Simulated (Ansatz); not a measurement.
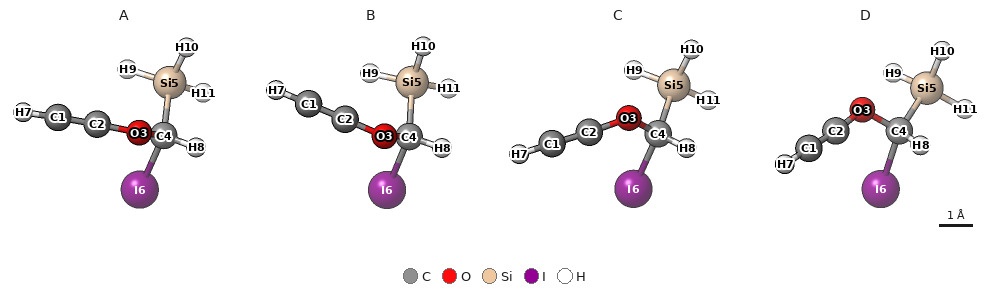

4 geometries from a converged minimum-energy path of C3H5IOSi, shuffled. Style: ball-and-stick. Shown from a free direction.

Theory: RKS B3LYP/def2-SVP (Ansatz). Run with 5 movable images; climbing image; force threshold 0.05 eV/Å; iteration limit 36; starting path by image-dependent pair potential.

**Which of them lies highest in energy?**

C. In order along the path, whose images run from 0 to 6: D (image 1, +0.038 eV), C (image 3, +0.213 eV), A (image 5, +0.063 eV), B (image 6, +0.037 eV). The motion is a rotation about the O3–C4 bond by about 150°, with a turn of about 165° about C1–C2. No bond forms or breaks between the ends. Bond angles that change up to the highest image, for instance: C2–O3–C4 118.8° → 125.2°, O3–C4–H8 110.5° → 106.5°.

The run took 5.4 min on 2 threads of Intel(R) Xeon(R) Platinum 8375C CPU @ 2.90GHz (Ice Lake) (shared host), peak memory 0.4 GiB.
